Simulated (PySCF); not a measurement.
**C4H10BF2GaO (SMILES FB(F)[C@H]1CCC[O+]1[GaH3-]): density, localisation and related maps**

```json
{"atom": "F", "x (Å)": "-1.2889", "y (Å)": "1.9807", "z (Å)": "2.1363"}
{"atom": "B", "x (Å)": "-0.6035", "y (Å)": "1.5985", "z (Å)": "1.0310"}
{"atom": "F", "x (Å)": "-0.7584", "y (Å)": "2.4095", "z (Å)": "-0.0543"}
{"atom": "C", "x (Å)": "-0.6129", "y (Å)": "0.0118", "z (Å)": "0.6918"}
{"atom": "C", "x (Å)": "-1.4932", "y (Å)": "-0.4120", "z (Å)": "-0.4711"}
{"atom": "C", "x (Å)": "-0.7290", "y (Å)": "-1.5871", "z (Å)": "-1.0769"}
{"atom": "C", "x (Å)": "0.7093", "y (Å)": "-1.1174", "z (Å)": "-0.9786"}
{"atom": "O", "x (Å)": "0.7403", "y (Å)": "-0.3478", "z (Å)": "0.2350"}
{"atom": "Ga", "x (Å)": "2.0787", "y (Å)": "1.0583", "z (Å)": "0.7742"}
{"atom": "H", "x (Å)": "-0.8054", "y (Å)": "-0.6034", "z (Å)": "1.5863"}
{"atom": "H", "x (Å)": "-1.5709", "y (Å)": "0.4125", "z (Å)": "-1.1973"}
{"atom": "H", "x (Å)": "-2.5093", "y (Å)": "-0.6738", "z (Å)": "-0.1456"}
{"atom": "H", "x (Å)": "-0.8721", "y (Å)": "-2.4967", "z (Å)": "-0.4721"}
{"atom": "H", "x (Å)": "-1.0208", "y (Å)": "-1.8167", "z (Å)": "-2.1116"}
{"atom": "H", "x (Å)": "0.9920", "y (Å)": "-0.4624", "z (Å)": "-1.8198"}
{"atom": "H", "x (Å)": "1.4453", "y (Å)": "-1.9295", "z (Å)": "-0.8909"}
{"atom": "H", "x (Å)": "2.9450", "y (Å)": "0.4409", "z (Å)": "1.9181"}
{"atom": "H", "x (Å)": "2.5528", "y (Å)": "1.6832", "z (Å)": "-0.5778"}
{"atom": "H", "x (Å)": "0.7733", "y (Å)": "1.8569", "z (Å)": "1.4435"}
```

Geometry: PBE0-D3(BJ)/def2-SVP.

Method: PySCF 2.14.0, PBE0/def2-SVPD, SCF density, gas phase.

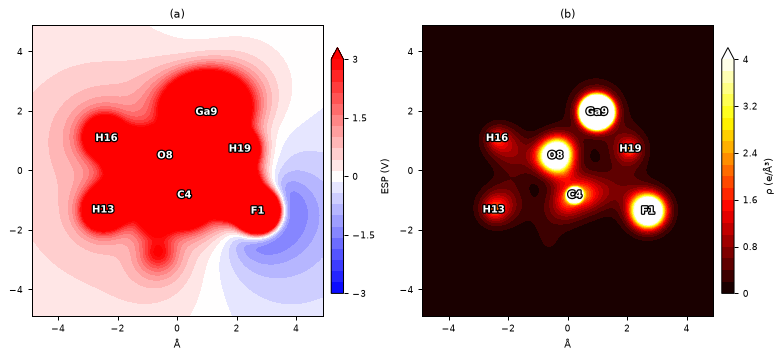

Figure 1. (a) molecular electrostatic potential; (b) electron density on the plane of atoms C4, O8 and Ga9.

Question: Describe what can be read from this map.

Answer:
- The section cuts through F, C, O, Ga and H sites.
- Ga–O (2.01 Å): ρ is about 0.5 e/Å³ halfway.
- Outside the dense part of the molecule the potential is most negative (−1.6 V) near F1.

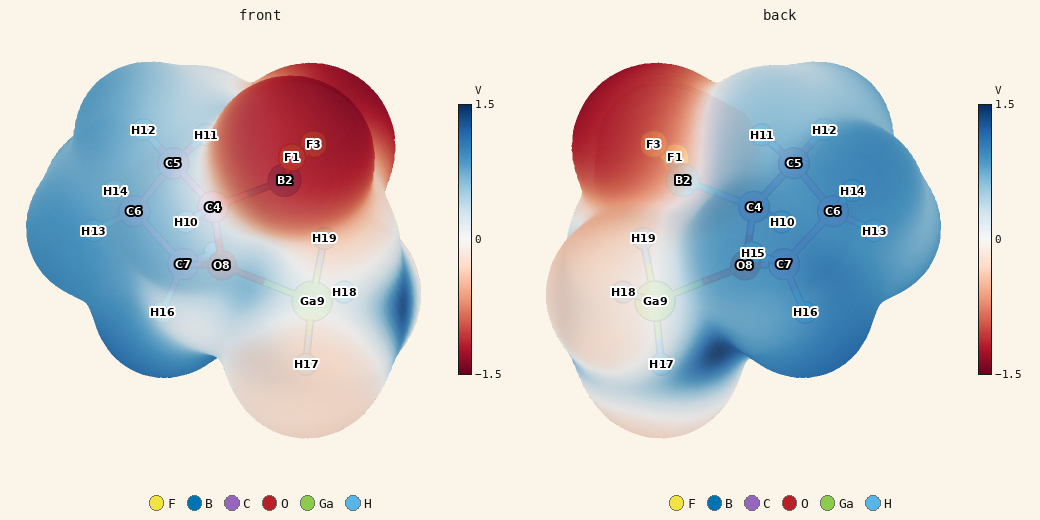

Figure 2. The molecular electrostatic potential painted on the density surface at 0.001 e/bohr³, seen from the front and from behind; the colour scale runs from red (negative) to blue (positive).

Question: Describe the electrostatic potential map.

Answer: The most negative region (about −1.3 V, or −30 kcal/mol for a unit charge) lies over F1 and F3, the most positive (about +1.3 V, or +30 kcal/mol for a unit charge) over Ga9.
